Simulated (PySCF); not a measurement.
# C7H8: NMR shifts at several levels of theory, part 2 of 2

PySCF 2.14.0. Atoms count from 0. The steps go on from the part before.

## (5) Nuclear shieldings: wB97X-D/pcSseg-2

The job: settings as JSON, then the geometry in Å.

```
{"job": {"kind": "nmr", "xc": "wB97X-D", "basis": "pcSseg-2", "pop": false}, "charge": 0, "multiplicity": 1}
C     -2.448289    -0.107666    -0.006713
C     -0.948406    -0.038702     0.013512
C     -0.176898    -1.193020     0.193503
C      1.215414    -1.136793     0.181868
C      1.865686     0.081224    -0.008787
C      1.110904     1.239641    -0.185671
C     -0.281123     1.177904    -0.173130
H     -2.900431     0.827030     0.355767
H     -2.822782    -0.933378     0.615663
H     -2.821306    -0.275287    -1.031176
H     -0.677798    -2.153162     0.347441
H      1.796500    -2.051137     0.326191
H      2.957226     0.128163    -0.015498
H      1.609646     2.201244    -0.330786
H     -0.864424     2.093300    -0.308534
```

Level: GIAO wB97X-D/pcSseg-2 NMR shielding, non-relativistic, gas phase.

Output:

```text
coarse grid: 12568 points
cycle   1  E = -271.5290701485  dE =  1.263e+00  |g| = 2.864e-01  |ddm| = 2.682e+00
cycle   2  E = -271.5466805656  dE = -1.761e-02  |g| = 1.730e-01  |ddm| = 5.238e-01
cycle   3  E = -271.5539764071  dE = -7.296e-03  |g| = 3.299e-02  |ddm| = 1.512e-01
cycle   4  E = -271.5542871176  dE = -3.107e-04  |g| = 8.814e-03  |ddm| = 5.307e-02
cycle   5  E = -271.5543058456  dE = -1.873e-05  |g| = 2.423e-03  |ddm| = 9.171e-03
cycle   6  E = -271.5543076672  dE = -1.822e-06  |g| = 1.065e-03  |ddm| = 3.605e-03
final grid: 121432 points
cycle   7  E = -271.5620689424  dE = -2.338e-04  |g| = 5.425e-03  |ddm| = 7.823e-02
cycle   8  E = -271.5620729465  dE = -4.004e-06  |g| = 3.906e-03  |ddm| = 1.066e-02
cycle   9  E = -271.5620766006  dE = -3.654e-06  |g| = 6.681e-04  |ddm| = 3.989e-03
cycle  10  E = -271.5620766776  dE = -7.708e-08  |g| = 4.534e-04  |ddm| = 1.315e-03
cycle  11  E = -271.5620767307  dE = -5.306e-08  |g| = 4.213e-05  |ddm| = 3.683e-04
cycle  12  E = -271.5620767313  dE = -6.107e-10  |g| = 1.641e-05  |ddm| = 9.527e-05
converged SCF energy = -271.5620767313

GIAO shielding tensors (ppm)
atom      isotropic    diamagn.    paramagn.     s11        s22        s33       span
  0 C      160.816     236.952     -76.136    138.246    157.124    187.077     48.831
  1 C       33.302     254.977    -221.675    -78.614      4.362    174.159    252.772
  2 C       44.119     253.131    -209.012    -67.809     39.378    160.789    228.599
  3 C       44.591     251.843    -207.252    -73.258     33.748    173.282    246.540
  4 C       48.035     251.377    -203.342    -67.550     35.669    175.988    243.538
  5 C       44.606     251.856    -207.250    -73.225     33.741    173.301    246.526
  6 C       44.102     253.130    -209.028    -67.889     39.254    160.940    228.830
  7 H       29.056      28.434       0.621     24.166     28.682     34.319     10.152
  8 H       29.066      28.447       0.619     24.171     28.705     34.323     10.152
  9 H       28.766      27.884       0.882     25.614     26.224     34.462      8.848
 10 H       23.901      33.260      -9.359     20.540     22.552     28.612      8.072
 11 H       23.830      31.008      -7.178     20.689     23.577     27.225      6.535
 12 H       23.953      30.356      -6.403     20.908     23.885     27.065      6.157
 13 H       23.830      31.003      -7.173     20.686     23.579     27.225      6.539
 14 H       23.898      33.249      -9.350     20.537     22.542     28.615      8.078
```

Run time: 47 s. Hardware: 8 threads of AMD EPYC 7R43 (Zen 3), shared host.

Key values: δ C1 151.1, C2 140.3, C3 139.8, C4 136.4, H11 7.53, H10 7.46 ppm (means over like atoms).

## (6) Nuclear shieldings: KT2/pcSseg-2

Settings changed since step 5:

```diff
@@ -1,2 +1,2 @@
-{"job": {"kind": "nmr", "xc": "wB97X-D", "basis": "pcSseg-2", "pop": false}, "charge": 0, "multiplicity": 1}
+{"job": {"kind": "nmr", "xc": "KT2", "basis": "pcSseg-2", "pop": false}, "charge": 0, "multiplicity": 1}
 C     -2.448289    -0.107666    -0.006713
```

Level: GIAO KT2/pcSseg-2 NMR shielding, non-relativistic, gas phase.

Output:

```text
coarse grid: 12568 points
cycle   1  E = -276.4627803994  dE =  7.485e-01  |g| = 5.338e-01  |ddm| = 4.469e+00
cycle   2  E = -276.3759096048  dE =  8.687e-02  |g| = 7.753e-01  |ddm| = 1.213e+00
cycle   3  E = -276.5449635818  dE = -1.691e-01  |g| = 6.709e-02  |ddm| = 7.179e-01
cycle   4  E = -276.5458332731  dE = -8.697e-04  |g| = 3.056e-02  |ddm| = 8.524e-02
cycle   5  E = -276.5460092959  dE = -1.760e-04  |g| = 1.414e-02  |ddm| = 2.991e-02
cycle   6  E = -276.5460516166  dE = -4.232e-05  |g| = 7.069e-03  |ddm| = 1.453e-02
cycle   7  E = -276.5460664865  dE = -1.487e-05  |g| = 5.757e-04  |ddm| = 5.832e-03
cycle   8  E = -276.5460665639  dE = -7.739e-08  |g| = 3.033e-04  |ddm| = 7.283e-04
final grid: 121432 points
cycle   9  E = -276.5651071902  dE = -5.041e-04  |g| = 8.932e-03  |ddm| = 6.956e-01
cycle  10  E = -276.5650895179  dE =  1.767e-05  |g| = 1.131e-02  |ddm| = 2.076e-02
cycle  11  E = -276.5651246311  dE = -3.511e-05  |g| = 1.912e-03  |ddm| = 1.125e-02
cycle  12  E = -276.5651249776  dE = -3.464e-07  |g| = 1.485e-03  |ddm| = 2.412e-03
cycle  13  E = -276.5651256023  dE = -6.247e-07  |g| = 3.466e-04  |ddm| = 1.306e-03
cycle  14  E = -276.5651256330  dE = -3.070e-08  |g| = 9.142e-05  |ddm| = 3.007e-04
cycle  15  E = -276.5651256350  dE = -2.063e-09  |g| = 1.115e-05  |ddm| = 7.825e-05
cycle  16  E = -276.5651256350  dE = -2.626e-11  |g| = 5.914e-06  |ddm| = 1.457e-05
converged SCF energy = -276.5651256350

GIAO shielding tensors (ppm)
atom      isotropic    diamagn.    paramagn.     s11        s22        s33       span
  0 C      158.380     235.924     -77.544    134.680    153.826    186.635     51.955
  1 C       44.090     260.531    -216.441    -54.043     16.865    169.449    223.492
  2 C       54.233     256.728    -202.495    -46.359     52.669    156.388    202.747
  3 C       55.207     254.728    -199.521    -50.325     47.716    168.229    218.554
  4 C       58.143     255.157    -197.014    -46.005     48.709    171.724    217.729
  5 C       55.220     254.735    -199.515    -50.303     47.710    168.254    218.557
  6 C       54.229     256.719    -202.490    -46.411     52.549    156.547    202.958
  7 H       28.930      28.361       0.569     24.295     28.545     33.949      9.654
  8 H       28.942      28.366       0.576     24.305     28.569     33.952      9.647
  9 H       28.513      27.855       0.657     25.437     25.931     34.170      8.733
 10 H       24.015      32.301      -8.286     20.816     23.023     28.206      7.391
 11 H       23.978      29.753      -5.775     20.876     24.166     26.890      6.015
 12 H       24.081      29.065      -4.984     21.139     24.396     26.709      5.570
 13 H       23.978      29.751      -5.772     20.873     24.169     26.892      6.019
 14 H       24.011      32.286      -8.275     20.811     23.013     28.209      7.397
```

It took 34 s on 8 threads of AMD EPYC 7R43 (Zen 3), shared host.

In short: δ C1 138.2, C2 128.1, C3 127.1, C4 124.1, H11 7.20, H10 7.16 ppm (means over like atoms).

## (7) NMR shieldings: HF/pcSseg-2

Settings changed since step 6:

```diff
@@ -1,2 +1,2 @@
-{"job": {"kind": "nmr", "xc": "KT2", "basis": "pcSseg-2", "pop": false}, "charge": 0, "multiplicity": 1}
+{"job": {"kind": "nmr", "xc": "HF", "basis": "pcSseg-2", "pop": false}, "charge": 0, "multiplicity": 1}
 C     -2.448289    -0.107666    -0.006713
```

Level: GIAO HF/pcSseg-2 NMR shielding, non-relativistic, gas phase.

Output:

```text
final grid: 121432 points
cycle   1  E = -269.7457958981  dE =  1.870e+00  |g| = 4.368e-01  |ddm| = 2.910e+00
cycle   2  E = -269.8145790791  dE = -6.878e-02  |g| = 1.195e-01  |ddm| = 4.969e-01
cycle   3  E = -269.8198478408  dE = -5.269e-03  |g| = 4.226e-02  |ddm| = 2.489e-01
cycle   4  E = -269.8203473551  dE = -4.995e-04  |g| = 1.053e-02  |ddm| = 4.241e-02
cycle   5  E = -269.8203793687  dE = -3.201e-05  |g| = 2.534e-03  |ddm| = 1.100e-02
cycle   6  E = -269.8203821411  dE = -2.772e-06  |g| = 8.689e-04  |ddm| = 3.599e-03
cycle   7  E = -269.8203824728  dE = -3.317e-07  |g| = 2.409e-04  |ddm| = 1.343e-03
cycle   8  E = -269.8203825287  dE = -5.583e-08  |g| = 1.113e-04  |ddm| = 5.927e-04
cycle   9  E = -269.8203825403  dE = -1.160e-08  |g| = 5.555e-05  |ddm| = 2.305e-04
cycle  10  E = -269.8203825450  dE = -4.745e-09  |g| = 2.188e-05  |ddm| = 1.851e-04
cycle  11  E = -269.8203825458  dE = -8.174e-10  |g| = 5.999e-06  |ddm| = 8.802e-05
converged SCF energy = -269.8203825458

GIAO shielding tensors (ppm)
atom      isotropic    diamagn.    paramagn.     s11        s22        s33       span
  0 C      169.816     234.457     -64.641    149.728    167.556    192.165     42.437
  1 C       41.260     250.523    -209.263    -76.551     13.934    186.398    262.949
  2 C       53.382     252.101    -198.719    -63.561     51.640    172.066    235.627
  3 C       52.309     250.683    -198.374    -70.842     44.613    183.156    253.998
  4 C       57.000     249.498    -192.498    -62.497     48.198    185.299    247.796
  5 C       52.325     250.681    -198.355    -70.804     44.606    183.174    253.977
  6 C       53.361     252.107    -198.746    -63.643     51.520    172.205    235.849
  7 H       29.299      28.504       0.795     24.015     28.863     35.020     11.005
  8 H       29.308      28.523       0.785     24.015     28.887     35.023     11.008
  9 H       29.040      27.939       1.101     25.766     26.203     35.151      9.385
 10 H       24.219      33.724      -9.505     20.219     23.453     28.984      8.764
 11 H       24.132      31.465      -7.333     20.430     24.420     27.546      7.116
 12 H       24.305      30.615      -6.311     20.629     24.874     27.411      6.781
 13 H       24.134      31.461      -7.327     20.428     24.424     27.549      7.120
 14 H       24.214      33.708      -9.494     20.216     23.440     28.985      8.769
```

Wall time 26 s (8 threads of AMD EPYC 7R43 (Zen 3), shared host).

This run: δ C1 150.2, C3 139.2, C2 138.1, C4 134.5, H11 7.55, H10 7.47 ppm (means over like atoms).

## (8) Run by run: NMR shifts

Shifts (ppm) of some atoms, chosen among heavy atoms and hydrogens apart, means over like atoms, with basis size and wall time:

```
             run     C1     C2     C3     C4    C0   H11   H12  functions  time
   PBE0/pcSseg-2  149.0  138.8  138.0  134.7  24.0  7.50  7.39        364  40 s
    PBE/pcSseg-2  147.3  136.9  135.9  132.7  24.8  7.41  7.30        364  31 s
wB97X-D/pcSseg-2  151.1  140.3  139.8  136.4  23.6  7.53  7.40        364  47 s
    KT2/pcSseg-2  138.2  128.1  127.1  124.1  23.9  7.20  7.10        364  34 s
     HF/pcSseg-2  150.2  138.1  139.2  134.5  21.7  7.55  7.38        364  26 s
```

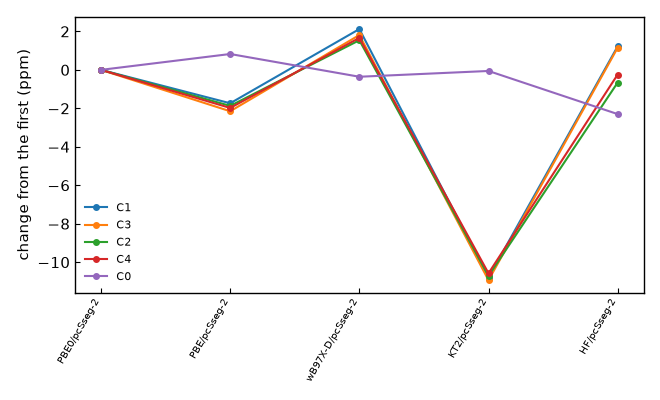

How five of the tabulated atoms move from run to run.

## (9) Results

What follows sums up all 2 parts.

| quantity | value |
| --- | --- |
| point group | Cs |
| rotational constants (main isotopes) | 5.54, 2.52, 1.75 GHz |
| 13C shifts against TMS (PBE0/pcSseg-2, means over atoms taken as alike) | 149.0, 138.8, 138.0, 134.7, 24.0 ppm |
| 1H shifts against TMS (PBE0/pcSseg-2, means over atoms taken as alike) | 7.50, 7.44, 7.39, 2.42 ppm |
| range of the shift of C1 | 138.2 to 151.1 ppm |

In words: Single values in the summary come from the first sound run of each kind (PBE0/pcSseg-2), which need not be the best level. The optimisation took 6 steps and gained 0.042 eV; among the close pairs (by a distance rule), C0–H7 changed most, from 1.087 to 1.100 Å. No frequency check was run at this level, so the end point may be a saddle. NICS(1)zz of -29 ppm above the planar ring from C1 marks a diatropic (aromatic) ring current. In ppm, C1 moves most: its shift spreads over 12.9 ppm, from 138.2 (KT2/pcSseg-2) to 151.1 (wB97X-D/pcSseg-2).
